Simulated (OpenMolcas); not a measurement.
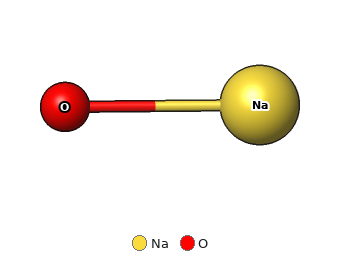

Figure 1. The molecule at the reference distance of 2.056 Å.

**NaO: relativistic diatomic calculation (part 1 of 2)**

NaO. Computed at this level: SA-CASSCF(5,7)/XMS-CASPT2 + RASSI spin-orbit (X2C scalar, AMFI), ANO-RCC-VTZP (OpenMolcas).

### Results in brief

- outcome: converged
- lowest spin-free state: ²Π
- lowest spin-orbit level: Ω = 3/2, −237.32916 hartree
- next level: Ω = 1/2, 129 cm⁻¹
- hardware: 1 thread of Arm Neoverse V2, 24 GiB of memory available, shared host
- wall time: 23 s

### The input
```
&GATEWAY
Coord
2
angstrom
Na 0.0 0.0 0.0
O 0.0 0.0 2.0560
Basis=ANO-RCC-VTZP
Group=XY
RX2C
AMFI
ANGMom
0.0 0.0 0.0
RICD
&SEWARD
&GUESSORB
&RASSCF
FileOrb=$CurrDir/o22.orb
Symmetry=2
Spin=2
nActEl=5 0 0
Inactive=5 2
RAS2=3 4
CIRoot=8 8 1
Linear
Iterations=120 100
OrbListing=Nothing
PRWF=0.15
>>COPY $Project.RasOrb $CurrDir/o22.orb
>>COPY $Project.rasscf.h5 $CurrDir/r22.h5
&CASPT2
XMultistate=all
Imaginary=0.2
IPEA=0.25
MaxIter=40
>>COPY $Project.JobMix JOB001
&RASSCF
CIOnly
FileOrb=$CurrDir/ref.orb
Symmetry=1
Spin=4
nActEl=5 0 0
Inactive=5 2
RAS2=3 4
CIRoot=6 6 1
Linear
Iterations=120 100
OrbListing=Nothing
PRWF=0.15
>>COPY $Project.RasOrb $CurrDir/o41.orb
>>COPY $Project.rasscf.h5 $CurrDir/r41.h5
&CASPT2
XMultistate=all
Imaginary=0.2
IPEA=0.25
MaxIter=40
>>COPY $Project.JobMix JOB002
&RASSCF
CIOnly
FileOrb=$CurrDir/ref.orb
Symmetry=2
Spin=4
nActEl=5 0 0
Inactive=5 2
RAS2=3 4
CIRoot=6 6 1
Linear
Iterations=120 100
OrbListing=Nothing
PRWF=0.15
>>COPY $Project.RasOrb $CurrDir/o42.orb
>>COPY $Project.rasscf.h5 $CurrDir/r42.h5
&CASPT2
XMultistate=all
Imaginary=0.2
IPEA=0.25
MaxIter=40
>>COPY $Project.JobMix JOB003
&RASSI
Nr of JobIphs=3 8 6 6
1 2 3 4 5 6 7 8
1 2 3 4 5 6
1 2 3 4 5 6
SpinOrbit
EJob
Omega
MEES
MESO
Properties=4
'AngMom' 3 'Mltpl  1' 1 'Mltpl  1' 2 'Mltpl  1' 3
Thrs=1.0d-4
>>COPY $Project.rassi.h5 $CurrDir/so.h5
```

The first orbital files come from an earlier step.

Run as:
```bash
pymolcas m.inp (one call a module block, same work directory)
```

### Log (extracts)
```
++    Wave function specifications:
      Number of closed shell electrons          14
      Number of electrons in active shells       5
      Number of inactive orbitals                7
      Number of active orbitals                  7
      Number of secondary orbitals              50
      Spin quantum number                      0.5
      State symmetry                             2
++    Orbital specifications:
      Symmetry species                           1   2
                                                 a   b
      Frozen orbitals                            0   0
      Inactive orbitals                          5   2
      Active orbitals                            3   4
      RAS2 orbitals                              3   4
      Secondary orbitals                        26  24
      Number of basis functions                 34  30
      printout of CI-coefficients larger than  0.15 for root  1
      energy=    -236.975140
      conf/sym  111 2222     Coeff  Weight
            28  200 2u00   0.88575 0.78455
            31  ud0 2u00  -0.28058 0.07873
            37  u0d 2u00   0.15844 0.02510
            66  200 uud0   0.28407 0.08070
      printout of CI-coefficients larger than  0.15 for root  2
      energy=    -236.975140
      conf/sym  111 2222     Coeff  Weight
            64  200 u200  -0.88575 0.78455
            70  200 uu0d  -0.28407 0.08070
            73  ud0 u200   0.28058 0.07873
            91  u0d u200  -0.15844 0.02510
      printout of CI-coefficients larger than  0.15 for root  3
      energy=    -236.890487
      conf/sym  111 2222     Coeff  Weight
            28  200 2u00  -0.21352 0.04559
            31  ud0 2u00  -0.79079 0.62535
            55  uu0 2d00  -0.51158 0.26171
            66  200 uud0  -0.21763 0.04736
      printout of CI-coefficients larger than  0.15 for root  4
      energy=    -236.890487
      conf/sym  111 2222     Coeff  Weight
            64  200 u200   0.21352 0.04559
            70  200 uu0d   0.21763 0.04736
            73  ud0 u200   0.79079 0.62535
           118  uu0 d200   0.51158 0.26171
      printout of CI-coefficients larger than  0.15 for root  5
      energy=    -236.829998
      conf/sym  111 2222     Coeff  Weight
            64  200 u200   0.22178 0.04919
            70  200 uu0d  -0.82232 0.67621
           118  uu0 d200   0.43477 0.18902
      printout of CI-coefficients larger than  0.15 for root  6
      energy=    -236.829998
      conf/sym  111 2222     Coeff  Weight
            28  200 2u00   0.22178 0.04919
            55  uu0 2d00   0.43477 0.18902
            66  200 uud0  -0.82232 0.67621
      printout of CI-coefficients larger than  0.15 for root  7
      energy=    -236.814319
      conf/sym  111 2222     Coeff  Weight
            64  200 u200  -0.17654 0.03117
            70  200 uu0d   0.37077 0.13747
            73  ud0 u200  -0.50749 0.25755
           118  uu0 d200   0.72935 0.53195
      printout of CI-coefficients larger than  0.15 for root  8
      energy=    -236.814319
      conf/sym  111 2222     Coeff  Weight
            28  200 2u00   0.17654 0.03117
            31  ud0 2u00   0.50749 0.25755
            55  uu0 2d00  -0.72935 0.53195
            66  200 uud0  -0.37077 0.13747
      Natural orbitals and occupation numbers for root  1
      sym 1:   1.944900   0.051824   0.002740
      sym 2:   1.964259   0.996274   0.034301   0.005702
      Natural orbitals and occupation numbers for root  2
      sym 1:   1.944900   0.051824   0.002740
      sym 2:   0.996274   1.964259   0.005702   0.034301
      Natural orbitals and occupation numbers for root  3
      sym 1:   1.263485   0.733351   0.003097
      sym 2:   1.947694   0.997144   0.051651   0.003578
      Natural orbitals and occupation numbers for root  4
      sym 1:   1.263485   0.733351   0.003097
      sym 2:   0.997144   1.947694   0.003578   0.051651
      Natural orbitals and occupation numbers for root  5
      sym 1:   1.772834   0.209916   0.016242
      sym 2:   0.981274   1.368566   0.027667   0.623501
      Natural orbitals and occupation numbers for root  6
      sym 1:   1.772834   0.209916   0.016242
      sym 2:   1.368566   0.981274   0.623501   0.027667
      Natural orbitals and occupation numbers for root  7
      sym 1:   1.230398   0.755691   0.009728
      sym 2:   0.990293   1.851894   0.017493   0.144503
      Natural orbitals and occupation numbers for root  8
      sym 1:   1.230398   0.755691   0.009728
      sym 2:   1.851894   0.990293   0.144503   0.017493
      RASSCF energy for state  8                   -236.81431932
::    RASSCF root number  1 Total energy:   -236.97514018
::    RASSCF root number  2 Total energy:   -236.97514018
::    RASSCF root number  3 Total energy:   -236.89048651
::    RASSCF root number  4 Total energy:   -236.89048651
::    RASSCF root number  5 Total energy:   -236.82999837
::    RASSCF root number  6 Total energy:   -236.82999836
::    RASSCF root number  7 Total energy:   -236.81431932
::    RASSCF root number  8 Total energy:   -236.81431932
      Von Neumann Entropy (Root   1) =  0.83986
++    Wave function specifications:
      Number of closed shell electrons           8
      Number of electrons in active shells       5
      Number of inactive orbitals                4
      Number of active orbitals                  7
      Number of secondary orbitals              50
      Spin quantum number                      0.5
      State symmetry                             2
      Number of CSFs                           248
      Number of CASSCF root(s) available         8
      CASPT2 state passed to geometry opt.       8
      A file JOBMIX will be created
      This is a MULTI-STATE CASSCF reference
      Number of CI roots used                    8
      These are:                                 1   2   3   4   5   6   7   8
      Off-diagonal elements of Heff are computed
  FINAL CASPT2 RESULT:
      Reference energy:        -236.9751401782
      E2 (Non-variational):      -0.3610831926
      Shift correction:          -0.0018088601
      E2 (Variational):          -0.3628920527
      Total energy:            -237.3380322309
      Reference weight:           0.92331
  FINAL CASPT2 RESULT:
      Reference energy:        -236.9751401756
      E2 (Non-variational):      -0.3610831913
      Shift correction:          -0.0018088594
      E2 (Variational):          -0.3628920507
      Total energy:            -237.3380322262
      Reference weight:           0.92331
  FINAL CASPT2 RESULT:
      Reference energy:        -236.8904865110
      E2 (Non-variational):      -0.3177338557
      Shift correction:          -0.0009215183
      E2 (Variational):          -0.3186553740
      Total energy:            -237.2091418850
      Reference weight:           0.94271
  FINAL CASPT2 RESULT:
      Reference energy:        -236.8904865104
      E2 (Non-variational):      -0.3177338562
      Shift correction:          -0.0009215183
      E2 (Variational):          -0.3186553744
      Total energy:            -237.2091418849
      Reference weight:           0.94271
  FINAL CASPT2 RESULT:
      Reference energy:        -236.8299983663
      E2 (Non-variational):      -0.3168259894
      Shift correction:          -0.0023765504
      E2 (Variational):          -0.3192025399
      Total energy:            -237.1492009062
      Reference weight:           0.93467
  FINAL CASPT2 RESULT:
      Reference energy:        -236.8299983627
      E2 (Non-variational):      -0.3168259917
      Shift correction:          -0.0023765514
      E2 (Variational):          -0.3192025431
      Total energy:            -237.1492009059
      Reference weight:           0.93467
  FINAL CASPT2 RESULT:
      Reference energy:        -236.8143193195
      E2 (Non-variational):      -0.3235830424
      Shift correction:          -0.0007637110
      E2 (Variational):          -0.3243467534
      Total energy:            -237.1386660729
      Reference weight:           0.94342
  FINAL CASPT2 RESULT:
      Reference energy:        -236.8143193185
      E2 (Non-variational):      -0.3235830397
      Shift correction:          -0.0007637108
      E2 (Variational):          -0.3243467505
      Total energy:            -237.1386660690
      Reference weight:           0.94342
       Total XMS-CASPT2 energies:
::    XMS-CASPT2 Root  1     Total energy:   -237.32886559
::    XMS-CASPT2 Root  2     Total energy:   -237.32886559
::    XMS-CASPT2 Root  3     Total energy:   -237.21037048
::    XMS-CASPT2 Root  4     Total energy:   -237.21037048
::    XMS-CASPT2 Root  5     Total energy:   -237.15505856
::    XMS-CASPT2 Root  6     Total energy:   -237.15505856
::    XMS-CASPT2 Root  7     Total energy:   -237.14074646
::    XMS-CASPT2 Root  8     Total energy:   -237.14074646
++    Wave function specifications:
      Number of closed shell electrons          14
      Number of electrons in active shells       5
      Number of inactive orbitals                7
      Number of active orbitals                  7
      Number of secondary orbitals              50
      Spin quantum number                      1.5
      State symmetry                             1
      printout of CI-coefficients larger than  0.15 for root  1
      energy=    -236.913624
      conf/sym  111 2222     Coeff  Weight
             2  2u0 uu00  -0.99333 0.98670
      printout of CI-coefficients larger than  0.15 for root  2
      energy=    -236.838537
      conf/sym  111 2222     Coeff  Weight
            54  u00 2u0u   0.70376 0.49527
            77  u00 u2u0  -0.70376 0.49527
      printout of CI-coefficients larger than  0.15 for root  3
      energy=    -236.834646
      conf/sym  111 2222     Coeff  Weight
            53  u00 2uu0  -0.70352 0.49494
            79  u00 u20u   0.70352 0.49494
      printout of CI-coefficients larger than  0.15 for root  4
      energy=    -236.834646
      conf/sym  111 2222     Coeff  Weight
            54  u00 2u0u   0.70352 0.49494
            77  u00 u2u0   0.70352 0.49494
      printout of CI-coefficients larger than  0.15 for root  5
      energy=    -236.831060
      conf/sym  111 2222     Coeff  Weight
            53  u00 2uu0  -0.70269 0.49377
            79  u00 u20u  -0.70269 0.49377
      printout of CI-coefficients larger than  0.15 for root  6
      energy=    -236.454227
      conf/sym  111 2222     Coeff  Weight
             5  u20 uu00   0.88354 0.78065
            14  02u uu00   0.19100 0.03648
            78  u00 uu20  -0.25592 0.06550
            84  u00 uu02  -0.25592 0.06550
      Natural orbitals and occupation numbers for root  1
      sym 1:   1.990164   0.998805   0.008459
      sym 2:   1.000376   1.000376   0.000910   0.000910
      Natural orbitals and occupation numbers for root  2
      sym 1:   0.999806   0.000004   0.000573
      sym 2:   1.499510   1.499510   0.500298   0.500299
      Natural orbitals and occupation numbers for root  3
      sym 1:   0.999870   0.000005   0.000517
      sym 2:   1.499532   1.499533   0.500271   0.500272
      Natural orbitals and occupation numbers for root  4
      sym 1:   0.999870   0.000005   0.000517
      sym 2:   1.499532   1.499533   0.500272   0.500271
      Natural orbitals and occupation numbers for root  5
      sym 1:   1.001339   0.001583   0.000548
      sym 2:   1.498676   1.498675   0.499590   0.499589
      Natural orbitals and occupation numbers for root  6
      sym 1:   1.003248   1.710956   0.008459
      sym 2:   1.000366   1.000366   0.138303   0.138303
      RASSCF energy for state  6                   -236.45422715
::    RASSCF root number  1 Total energy:   -236.91362395
::    RASSCF root number  2 Total energy:   -236.83853710
::    RASSCF root number  3 Total energy:   -236.83464562
::    RASSCF root number  4 Total energy:   -236.83464562
::    RASSCF root number  5 Total energy:   -236.83106001
::    RASSCF root number  6 Total energy:   -236.45422715
      Von Neumann Entropy (Root   1) =  1.55063
++    Wave function specifications:
      Number of closed shell electrons           8
      Number of electrons in active shells       5
      Number of inactive orbitals                4
      Number of active orbitals                  7
      Number of secondary orbitals              50
      Spin quantum number                      1.5
      State symmetry                             1
      Number of CSFs                           112
      Number of CASSCF root(s) available         6
      CASPT2 state passed to geometry opt.       6
      A file JOBMIX will be created
      This is a MULTI-STATE CASSCF reference
      Number of CI roots used                    6
      These are:                                 1   2   3   4   5   6
      Off-diagonal elements of Heff are computed
  FINAL CASPT2 RESULT:
      Reference energy:        -236.9136241776
      E2 (Non-variational):      -0.3112125140
      Shift correction:          -0.0007631999
      E2 (Variational):          -0.3119757138
      Total energy:            -237.2255998914
      Reference weight:           0.94615
  FINAL CASPT2 RESULT:
      Reference energy:        -236.8385373250
      E2 (Non-variational):      -0.3132590108
      Shift correction:          -0.0008399163
      E2 (Variational):          -0.3140989271
      Total energy:            -237.1526362521
      Reference weight:           0.94577
  FINAL CASPT2 RESULT:
      Reference energy:        -236.8346458433
      E2 (Non-variational):      -0.3133693023
      Shift correction:          -0.0010267044
      E2 (Variational):          -0.3143960067
      Total energy:            -237.1490418500
      Reference weight:           0.94505
  FINAL CASPT2 RESULT:
      Reference energy:        -236.8346458433
      E2 (Non-variational):      -0.3133731163
      Shift correction:          -0.0010259134
      E2 (Variational):          -0.3143990298
      Total energy:            -237.1490448730
      Reference weight:           0.94505
  FINAL CASPT2 RESULT:
      Reference energy:        -236.8310602360
      E2 (Non-variational):      -0.3141885064
      Shift correction:          -0.0012999287
      E2 (Variational):          -0.3154884351
      Total energy:            -237.1465486711
      Reference weight:           0.94346
  FINAL CASPT2 RESULT:
      Reference energy:        -236.4542273763
      E2 (Non-variational):      -0.3856806691
      Shift correction:          -0.0118795254
      E2 (Variational):          -0.3975601944
      Total energy:            -236.8517875707
      Reference weight:           0.85777
       Total XMS-CASPT2 energies:
::    XMS-CASPT2 Root  1     Total energy:   -237.22573312
::    XMS-CASPT2 Root  2     Total energy:   -237.15263625
::    XMS-CASPT2 Root  3     Total energy:   -237.14904584
::    XMS-CASPT2 Root  4     Total energy:   -237.14904088
::    XMS-CASPT2 Root  5     Total energy:   -237.14666149
::    XMS-CASPT2 Root  6     Total energy:   -236.85154152
++    Wave function specifications:
      Number of closed shell electrons          14
      Number of electrons in active shells       5
      Number of inactive orbitals                7
      Number of active orbitals                  7
      Number of secondary orbitals              50
      Spin quantum number                      1.5
      State symmetry                             2
      printout of CI-coefficients larger than  0.15 for root  1
      energy=    -236.900636
      conf/sym  111 2222     Coeff  Weight
            13  uu0 2u00   0.99271 0.98547
      printout of CI-coefficients larger than  0.15 for root  2
      energy=    -236.900636
      conf/sym  111 2222     Coeff  Weight
            56  uu0 u200  -0.99271 0.98547
      printout of CI-coefficients larger than  0.15 for root  3
      energy=    -236.851012
      conf/sym  111 2222     Coeff  Weight
            23  200 uu0u  -0.99410 0.98824
      printout of CI-coefficients larger than  0.15 for root  4
      eSPIN-FREE ENERGIES:
  (Shifted by EMIN (a.u.) =       -237.3288655904)
 SF State       Relative EMIN(au)   Rel lowest level(eV)    D:o, cm**(-1)      Abs_M
     1             0.0000000000        0.0000000000              0.0000         1.0
     2             0.0000000039        0.0000001068              0.0009         1.0
     9             0.1031324732        2.8063775632          22634.9615         0.0
    15             0.1110583467        3.0220515674          24374.4897         1.0
    16             0.1110583515        3.0220516996          24374.4908         1.0
     3             0.1184951147        3.2244163339          26006.6716         1.0
     4             0.1184951147        3.2244163339          26006.6716         1.0
    17             0.1676023097        4.5606911854          36784.4551         1.0
    18             0.1676023345        4.5606918594          36784.4606         1.0
     5             0.1738070262        4.7295301230          38146.2330         1.0
     6             0.1738070267        4.7295301364          38146.2331         1.0
    10             0.1762293363        4.7954445376          38677.8686         0.0
    11             0.1798197456        4.8931445517          39465.8724         2.0
    12             0.1798247122        4.8932797000          39466.9624         2.0
    13             0.1822040964        4.9580260414          39989.1769         0.0
     7             0.1881191266        5.1189822153          41287.3760         1.0
     8             0.1881191295        5.1189822921          41287.3766         1.0
    14             0.4773240704       12.9886496451         104760.5244         0.0
    19             0.4936129015       13.4318913176         108335.5096         1.0
    20             0.4936129090       13.4318915237         108335.5112         1.0
```

(Continued in part 2.)
